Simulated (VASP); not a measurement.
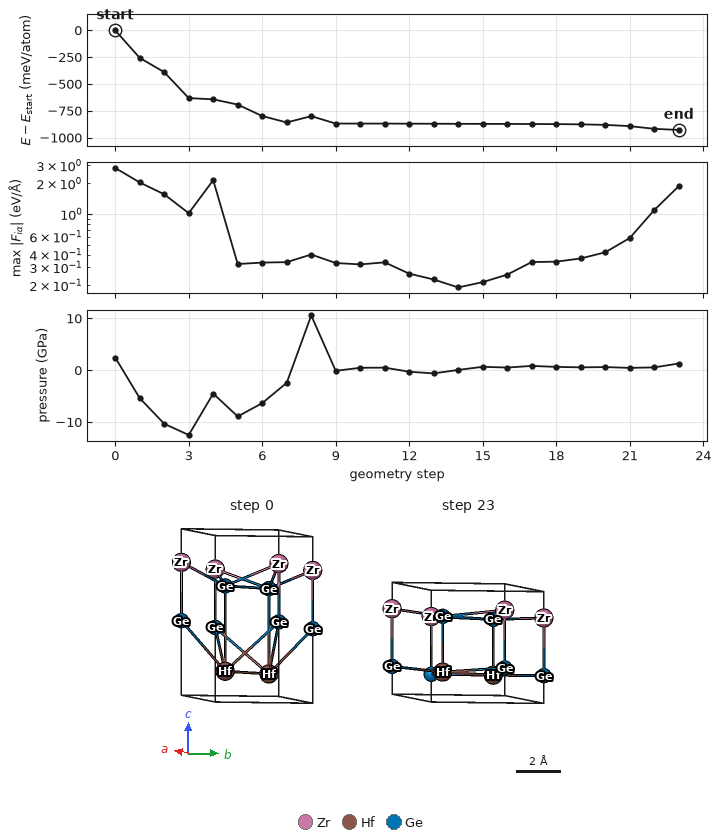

First and last geometry of a relaxation of solid Hf2ZrGe3 (a generated structure, set up in P6mm), with the history of the run. Style: ball-and-stick. Shown: the cell of the calculation, from a free direction.

The run lets cell and atoms move.

Computed with Kohn-Sham DFT of a periodic cell, PBE, VASP PAW PBE potentials, recommended in VASP.

The input:
```
ALGO = Fast
EDIFF = 1E-4
EDIFFG = -0.08
ENCUT = 520
GGA = PE
IBRION = 2
ISIF = 3
ISMEAR = 0
LASPH = True
LCHARG = False
LREAL = False
LWAVE = False
NELM = 60
NSW = 24
PREC = Normal
SIGMA = 0.15
```

Launched with:
```bash
cat potpaw_PBE.64/Zr_sv/POTCAR potpaw_PBE.64/Hf_pv/POTCAR potpaw_PBE.64/Ge_d/POTCAR > POTCAR
mpirun -np 1 vasp_std > vasp.out
```

**What do the curves and the structures tell?**

The relaxation stopped without meeting its thresholds, so the last structure isn't shown to be converged. The largest move relative to the cell is that of a Ge atom, 1.02 Å along −c. By element the largest moves are Ge 1.02 Å, Hf 0.33 Å, Zr 0.17 Å. The volume changes by −10.4 %, with a = b 4.539 → 5.243 Å (+15.5 %), c 7.651 → 5.137 Å (−32.9 %). Among the contacts that change: Ge–Zr 4.969 → 2.486 Å, Ge–Hf 3.924 → 2.564 Å, Ge–Hf 3.727 → 2.573 Å, Ge–Ge 2.620 → 3.027 Å. New bonds form, among them: Ge–Zr (4.97 → 2.49 Å). Among the angles between lasting bonds that change: Hf–Hf–Ge 140.0° → 177.7°, Ge–Hf–Ge 83.0° → 119.8°, Zr–Ge–Zr 108.8° → 119.5°. The space group stays P6mm (No. 183). The energy falls by 928 meV per atom in 23 geometry steps. The largest force component goes from 2.8 to 1.9 eV/Å. The pressure goes from 2.47 to 1.31 GPa. The volume changes by over a tenth within one run on a fixed set of plane waves, so the end point should be relaxed again from the new cell.
